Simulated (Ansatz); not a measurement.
**A workflow on C2H5N (ethanimine)**

Wanted: energy and gradient (singlet C2H5N, CCSD/cc-pVDZ), then energy and gradient (singlet C2H5N, CCSD/cc-pVDZ), then energy and gradient (singlet C2H5N, CCSD/cc-pVTZ) of C2H5N. 

The calculation is run with Ansatz 0.2.0.

## Step 1: The structure to begin with

C2H5N has 8 atoms, charge 0, and is taken as a singlet. SMILES: `[H]/N=C\C`. The coordinates come from a PBE0-D4/def2-TZVP relaxation.

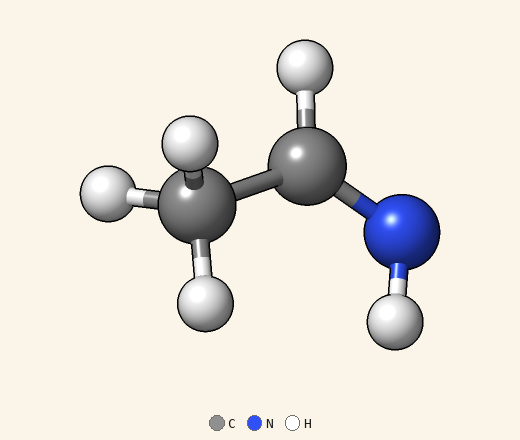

The structure, seen from a chosen angle (carbon grey, nitrogen blue, hydrogen white).

## Step 2: Energy and gradient at CCSD/cc-pVDZ (run 1)

job.yaml

```yaml
crystal:
  periodic: [false, false, false]
  atoms:
    - symbol: C
      position_ang: [-0.471200, 0.591900, -0.316000]
    - symbol: C
      position_ang: [0.663100, -0.171000, 0.284300]
    - symbol: "N"
      position_ang: [0.697800, -1.395000, 0.593600]
    - symbol: H
      position_ang: [-0.168400, 1.032800, -1.270700]
    - symbol: H
      position_ang: [-1.342300, -0.045400, -0.480200]
    - symbol: H
      position_ang: [-0.756700, 1.422800, 0.336400]
    - symbol: H
      position_ang: [1.571900, 0.409700, 0.476500]
    - symbol: H
      position_ang: [-0.194200, -1.845700, 0.376100]
basis:
  gaussian: {orbitals: cc-pVDZ}
output: {forces: true, orbitals: {seedname: orbitals}}
correlation: {method: ccsd}
scf: {omitted_lower_state_checks: [cluster_reference]}
```

On the command line:

```console
$ ansatz run job.yaml --threads 1 --pin off --max-ram 2610MiB --events-out events.jsonl --progress --plain --runs-dir runs
```

Output, cut to the lines that bear on the results:

```text
Warning: RAYON_NUM_THREADS=1 ignored (pool sized by the plan → 1); use --threads N
Functional definition: HF
  name "HF"
[...]
614 factors; integrals over basis functions are off by at most 1.2e-3 eV
[...]
mean field -3621.45896975 eV, -133.0861624253 hartree, gradient 2.0e-6 eV, S^2 0.000000; 0 other end points of the search recorded, 0 dependent functions left out
3 core orbitals not correlated: weight in the atoms' cores, before any rotation towards them, 1.000 or more for the frozen orbitals, at most 0.000 for the correlated occupied ones
reference -3621.45896975 eV, -133.0861624253 hartree; 9, 9 occupied and 55, 55 virtual orbitals, 614 factors
second order -12.04869284 eV of doubles, -0.00000000 eV of singles
cycle   1  -12.58578262 eV  change   -5.4e-1 eV  update   7.7e-2
[...]
cycle  10  -13.01542607 eV  change    4.5e-6 eV  update   3.2e-6
[...]
Total energy: -3634.47439582 eV, -133.5644705111 hartree
Atom 0 at    -0.471200     0.591900    -0.316000 Å, force    -0.126419     0.195217    -0.093689 eV/Å
Atom 1 at     0.663100    -0.171000     0.284300 Å, force     0.036416     0.763498    -0.171084 eV/Å
Atom 2 at     0.697800    -1.395000     0.593600 Å, force     0.564729    -1.274022     0.515446 eV/Å
Atom 3 at    -0.168400     1.032800    -1.270700 Å, force     0.099012     0.147574    -0.375356 eV/Å
Atom 4 at    -1.342300    -0.045400    -0.480200 Å, force    -0.355195    -0.257394    -0.067735 eV/Å
Atom 5 at    -0.756700     1.422800     0.336400 Å, force    -0.131391     0.300377     0.254792 eV/Å
Atom 6 at     1.571900     0.409700     0.476500 Å, force     0.330279     0.211741     0.069439 eV/Å
Atom 7 at    -0.194200    -1.845700     0.376100 Å, force    -0.417431    -0.086991    -0.131813 eV/Å
Dipole moment:    -0.301296     0.299624    -0.182963 e Å
Checks for a lower state left out: cluster_reference
```

Run time: 3.3 s. Hardware: 1 thread of Arm Neoverse V2, shared host; peak memory 0.18 GiB.

## Step 3: The distorted shape: energy and forces at CCSD/cc-pVDZ (run 2)

molecule.yaml

```yaml
crystal:
  periodic: [false, false, false]
  atoms:
    - symbol: C
      position_ang: [-0.592307, 0.415558, 0.065840]
    - symbol: C
      position_ang: [0.541993, -0.347342, 0.666140]
    - symbol: "N"
      position_ang: [0.576693, -1.571342, 0.975440]
    - symbol: H
      position_ang: [-0.168400, 1.032800, -1.270700]
    - symbol: H
      position_ang: [-1.463407, -0.221742, -0.098360]
    - symbol: H
      position_ang: [-0.877807, 1.246458, 0.718240]
    - symbol: H
      position_ang: [1.450793, 0.233358, 0.858340]
    - symbol: H
      position_ang: [-0.315307, -2.022042, 0.757940]
basis:
  gaussian:
    orbitals: cc-pVDZ
correlation:
  method: ccsd
scf:
  omitted_lower_state_checks: [cluster_reference]
output: {forces: true}
```

On the command line:

```console
$ ansatz run molecule.yaml --threads 1 --pin off --max-ram 2610MiB --events-out events.jsonl --progress --plain --runs-dir runs
```

Output, cut to the lines that bear on the results:

```text
Warning: RAYON_NUM_THREADS=1 ignored (pool sized by the plan → 1); use --threads N
[... 2 set-up lines as earlier in the session ...]
[...]
616 factors; integrals over basis functions are off by at most 1.2e-3 eV
[...]
mean field -3619.78855269 eV, -133.0247757305 hartree, gradient 1.7e-6 eV, S^2 0.000000; 0 other end points of the search recorded, 0 dependent functions left out
3 core orbitals not correlated: weight in the atoms' cores, before any rotation towards them, 1.000 or more for the frozen orbitals, at most 0.000 for the correlated occupied ones
reference -3619.78855269 eV, -133.0247757305 hartree; 9, 9 occupied and 55, 55 virtual orbitals, 616 factors
second order -12.20297019 eV of doubles, -0.00000000 eV of singles
cycle   1  -12.73710759 eV  change   -5.3e-1 eV  update   8.5e-2
[...]
cycle  11  -13.23472567 eV  change   -2.0e-6 eV  update   4.8e-6
[...]
Total energy: -3633.02327836 eV, -133.5111429280 hartree
Atom 0 at    -0.592307     0.415558     0.065840 Å, force     1.071548     1.657196    -3.445975 eV/Å
Atom 1 at     0.541993    -0.347342     0.666140 Å, force     0.258062     1.048422    -0.544200 eV/Å
Atom 2 at     0.576693    -1.571342     0.975440 Å, force     0.414747    -1.276051     0.565703 eV/Å
Atom 3 at    -0.168400     1.032800    -1.270700 Å, force    -1.298704    -1.856975     4.020038 eV/Å
Atom 4 at    -1.463407    -0.221742    -0.098360 Å, force    -0.315637    -0.175653    -0.415865 eV/Å
Atom 5 at    -0.877807     1.246458     0.718240 Å, force    -0.013294     0.519467    -0.083360 eV/Å
Atom 6 at     1.450793     0.233358     0.858340 Å, force     0.293148     0.212362     0.086190 eV/Å
Atom 7 at    -0.315307    -2.022042     0.757940 Å, force    -0.409871    -0.128768    -0.182531 eV/Å
Dipole moment:    -0.307802     0.252802    -0.114570 e Å
Checks for a lower state left out: cluster_reference
```

Wall time 3.3 s (1 thread of Arm Neoverse V2, shared host); peak memory 0.18 GiB.

## Step 4: Energy and forces at CCSD/cc-pVTZ (run 3)

molecule.yaml

```yaml
basis:
  gaussian: {orbitals: cc-pVTZ}
crystal:
  periodic: [false, false, false]
  atoms:
    - {symbol: C, position_ang: [-0.471200, 0.591900, -0.316000]}
    - {symbol: C, position_ang: [0.663100, -0.171000, 0.284300]}
    - {symbol: N, position_ang: [0.697800, -1.395000, 0.593600]}
    - {symbol: H, position_ang: [-0.168400, 1.032800, -1.270700]}
    - {symbol: H, position_ang: [-1.342300, -0.045400, -0.480200]}
    - {symbol: H, position_ang: [-0.756700, 1.422800, 0.336400]}
    - {symbol: H, position_ang: [1.571900, 0.409700, 0.476500]}
    - {symbol: H, position_ang: [-0.194200, -1.845700, 0.376100]}
correlation: {method: ccsd}
scf: {omitted_lower_state_checks: [cluster_reference]}
output: {forces: true, orbitals: {seedname: orbitals}}
```

On the command line:

```console
$ ansatz run molecule.yaml --threads 1 --pin off --max-ram 2610MiB --events-out events.jsonl --progress --plain --runs-dir runs
```

Output, cut to the lines that bear on the results:

```text
Warning: RAYON_NUM_THREADS=1 ignored (pool sized by the plan → 1); use --threads N
[... 2 set-up lines as earlier in the session ...]
[...]
907 factors; integrals over basis functions are off by at most 1.0e-3 eV
[...]
mean field -3622.51692630 eV, -133.1250416114 hartree, gradient 4.2e-6 eV, S^2 0.000000; 0 other end points of the search recorded, 0 dependent functions left out
3 core orbitals not correlated: weight in the atoms' cores, before any rotation towards them, 1.000 or more for the frozen orbitals, at most 0.000 for the correlated occupied ones
reference -3622.51692630 eV, -133.1250416114 hartree; 9, 9 occupied and 148, 148 virtual orbitals, 907 factors
second order -14.80856563 eV of doubles, -0.00000000 eV of singles
cycle   1  -15.08215155 eV  change   -2.7e-1 eV  update   8.0e-2
[...]
cycle  10  -15.54384406 eV  change    5.7e-6 eV  update   4.2e-6
[...]
Total energy: -3638.06077036 eV, -133.6962673446 hartree
Atom 0 at    -0.471200     0.591900    -0.316000 Å, force    -0.251629     0.234639    -0.149104 eV/Å
Atom 1 at     0.663100    -0.171000     0.284300 Å, force     0.301075     0.434944     0.005466 eV/Å
Atom 2 at     0.697800    -1.395000     0.593600 Å, force    -0.016463    -0.577722     0.133860 eV/Å
Atom 3 at    -0.168400     1.032800    -1.270700 Å, force    -0.029900    -0.056597     0.067018 eV/Å
Atom 4 at    -1.342300    -0.045400    -0.480200 Å, force     0.059730     0.036308     0.012869 eV/Å
Atom 5 at    -0.756700     1.422800     0.336400 Å, force     0.009752    -0.082822    -0.040566 eV/Å
Atom 6 at     1.571900     0.409700     0.476500 Å, force    -0.132817    -0.089913    -0.027099 eV/Å
Atom 7 at    -0.194200    -1.845700     0.376100 Å, force     0.060254     0.101164    -0.002444 eV/Å
Dipole moment:    -0.313724     0.337421    -0.196668 e Å
Checks for a lower state left out: cluster_reference
```

Wall time 58 s (1 thread of Arm Neoverse V2, shared host); peak memory 1.9 GiB.

## Step 5: Summary of results

| quantity | value |
| --- | --- |
| run 1, CCSD/cc-pVDZ: total energy | -133.56447 Eh |
| run 1, CCSD/cc-pVDZ: dipole moment (correlated density) | 2.22 D |
| run 1, CCSD/cc-pVDZ: HOMO energy (Hartree–Fock orbitals) | -11.26 eV |
| run 1, CCSD/cc-pVDZ: LUMO energy (Hartree–Fock orbitals) | 4.83 eV |
| run 1, CCSD/cc-pVDZ: HOMO–LUMO gap (Hartree–Fock orbitals) | 16.10 eV |
| run 1, CCSD/cc-pVDZ: correlation energy (3 core orbitals frozen) | -478.3 mEh |
| run 1, CCSD/cc-pVDZ: T1 diagnostic | 0.011 |
| run 1, CCSD/cc-pVDZ: largest force on an atom | 1.486 eV/Å |
| distorted shape: total energy | -133.51114 Eh |
| distorted shape: dipole moment (correlated density) | 1.99 D |
| distorted shape: correlation energy (3 core orbitals frozen) | -486.4 mEh |
| distorted shape: T1 diagnostic | 0.012 |
| distorted shape: largest force on an atom | 4.615 eV/Å |
| run 3, CCSD/cc-pVTZ: total energy | -133.69627 Eh |
| run 3, CCSD/cc-pVTZ: dipole moment (correlated density) | 2.41 D |
| run 3, CCSD/cc-pVTZ: HOMO energy (Hartree–Fock orbitals) | -11.37 eV |
| run 3, CCSD/cc-pVTZ: LUMO energy (Hartree–Fock orbitals) | 3.78 eV |
| run 3, CCSD/cc-pVTZ: HOMO–LUMO gap (Hartree–Fock orbitals) | 15.15 eV |
| run 3, CCSD/cc-pVTZ: correlation energy (3 core orbitals frozen) | -571.2 mEh |
| run 3, CCSD/cc-pVTZ: T1 diagnostic | 0.011 |
| run 3, CCSD/cc-pVTZ: largest force on an atom | 0.593 eV/Å |
| energy change with the C1–H4 bond stretched from 1.094 to 1.532 Å | 1.451 eV |

In words: With the C1–H4 bond stretched from 1.094 to 1.532 Å the energy rises by 1.45 eV (140 kJ/mol). The first shape isn't relaxed at this level, so the change isn't measured from a minimum. The largest force (run 3, CCSD/cc-pVTZ) is 0.59 eV/Å: the shape isn't a stationary point for this species at this level. The largest force (run 1, CCSD/cc-pVDZ) is 1.49 eV/Å: the shape isn't a stationary point for this species at this level. Mulliken charges (run 3, CCSD/cc-pVTZ) run from -0.32 on C1 to +0.15 on H7.
